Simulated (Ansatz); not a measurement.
```xyz
14

C    -1.3513    1.2526    0.2126
B     0.1175    0.7282    0.4521
S     0.9940    0.9873    2.0176
C     0.9053   -0.0397   -0.6721
Si    0.5388   -1.9043   -0.6882
H    -1.9053    1.5288    1.1227
H    -1.9544    0.5260   -0.3583
H    -1.2908    2.1576   -0.4225
H     0.0061    1.5990    2.7115
H     0.6123    0.3314   -1.6708
H     2.0008    0.0573   -0.5815
H     1.2225   -2.5509   -1.8481
H     1.0199   -2.5494    0.5677
H    -0.9284   -2.1532   -0.8138
```

The calculation used Ansatz, RKS B3LYP/def2-SVP.

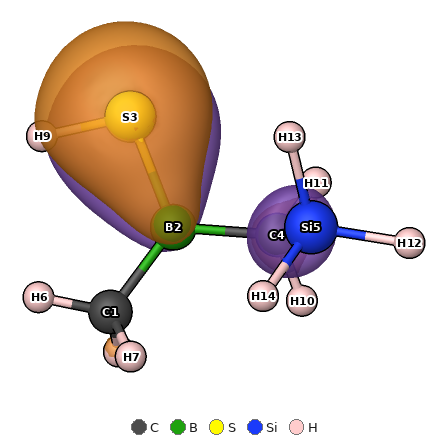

C$_{2}$H$_{9}$BSSi. The HOMO at ±0.1 Å⁻³ᐟ² (orange and purple are the two phases), seen at a tilt.

Q: What is the character of this orbital?

A: Its weight (Hirshfeld) is mainly on S3 (about 75 %) and B2 (about 10 %); largely a lone pair of S3. Its energy is −7.36 eV.
